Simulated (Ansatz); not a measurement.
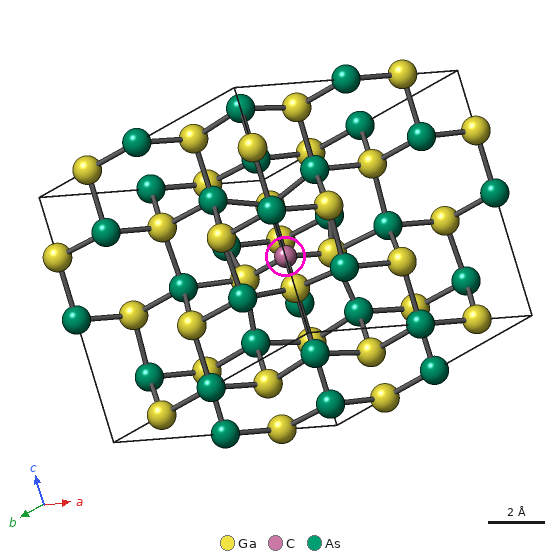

Ball-and-stick representation of a periodic structure, projected from a general direction. Thin lines show the supercell, with boundary atoms drawn in all their periodic places. The host is GaAs, in a cell of 32 sites, and the cell is neutral. A ring marks the defect's site.

### What kind of defect was put in?

Carbon on an arsenic site (a substitutional impurity). It is bonded to four Ga in a tetrahedral arrangement at about 2.0 Å.

Calculation details: DFT LDA, scalar-relativistic, plane waves, PAW (Ansatz); a plane-wave cutoff of 420 eV, a 3×3×3 sampling of the Brillouin zone, Gaussian smearing of 0.02 eV, collinear spins.

### Is the defect spin-polarised?

No net moment.

The atoms were relaxed in the host's cell with Ansatz, DFT LDA, scalar-relativistic, plane waves, PAW.
